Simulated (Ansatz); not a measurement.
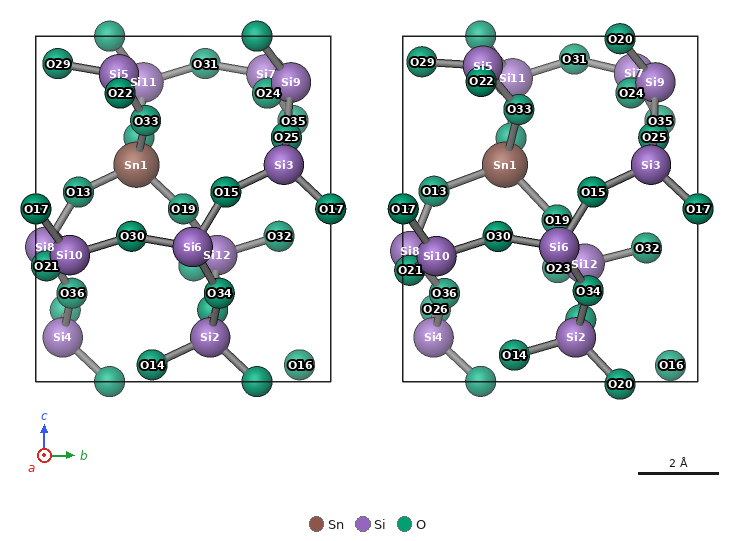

Two geometries of a defect cell of composition Si$_{11}$SnO$_{24}$, drawn at one scale. One is the start of a relaxation, the other its converged end. Style: ball-and-stick. Shown: the cell of the calculation (origin shifted), along the a axis.

The calculation used Ansatz 0.2.0, DFT PBE, scalar-relativistic, plane waves, PAW. (plane-wave cutoff 420 eV; k-point mesh 2 × 2 × 2; occupations gaussian; smearing width 0.01 eV; mesh shifted by (0.5, 0.5, 0.5); no spin polarisation; atoms relaxed in a fixed cell; force threshold 0.025 eV/Å; at most 45 steps)

> Which one is relaxed?

The right one is the relaxed one. Case: Sn on a Si site (a), charge +0, atoms relaxed at the host's cell. The largest moves, 0.36 Å, are those of O atoms. By element the largest moves are O 0.36 Å, Si 0.23 Å, Sn 0.05 Å. The cell stays as it was. Among the contacts that change: O–Sn 1.628 → 1.934 Å, O–Si 1.628 → 1.640 Å, O–Si 1.628 → 1.618 Å. Bond angles that change, for instance: Sn–O–Si 146.6° → 132.1°, Sn–O–Si 146.6° → 135.2°, Si–O–Si 146.6° → 135.8°. After 6 geometry steps the energy has fallen by 8.440 eV per cell of the calculation. Largest force component: 16 eV/Å at the start, 0.013 eV/Å at the end. Cost: 54 s on 4 threads of Intel(R) Xeon(R) Platinum 8259CL CPU @ 2.50GHz (Skylake/Cascade Lake) (shared host), peak memory 1.3 GiB.

Limits of the set-up: the periodic images lie only 7.5 Å apart, so the values are limited by the cell's size.
